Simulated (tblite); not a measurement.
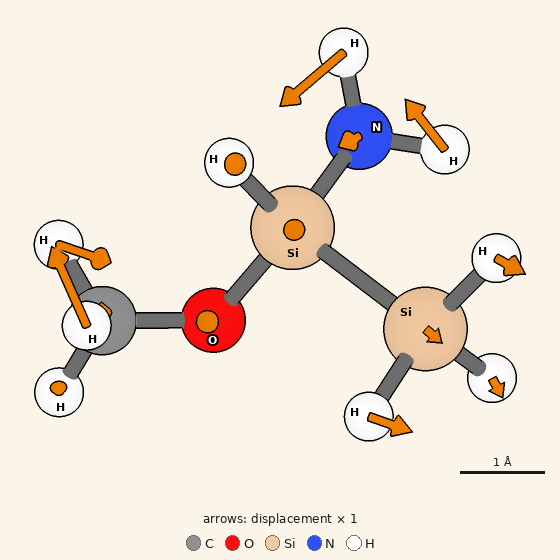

A relaxation of CH9NOSi2. The starting structure is drawn; orange arrows show the displacements, at their true length. The two geometries are superimposed by the best rigid fit.

Style: ball-and-stick. Shown at a tilt.

These are results of GFN2-xTB geometry optimisation, gas phase (tblite), not measurements. 

> Atoms of which element are displaced furthest, and by how much?

Hydrogen: up to 1.25 Å, against 0.74 Å for oxygen.

> Describe the change and its energy.

The energy falls by 15.4 kcal/mol in 163 geometry steps. An H atom moves most after the best rigid fit: 1.25 Å. By element the largest moves are H 1.25 Å, O 0.74 Å, N 0.37 Å, Si 0.37 Å, C 0.31 Å. Among the contacts that change: O–Si 1.720 → 1.627 Å, N–Si 1.797 → 1.732 Å, Si–Si 2.238 → 2.285 Å, H–N 1.042 → 1.009 Å. Bond angles that change, for instance: C–O–Si 113.7° → 128.4°, Si–Si–H 105.6° → 116.0°, Si–N–H 109.9° → 119.2°. Groups turn about O–Si by about 65°, N–Si by about 60°. The run took 0.94 s on 1 thread of Arm Neoverse V1, with other jobs on the host.
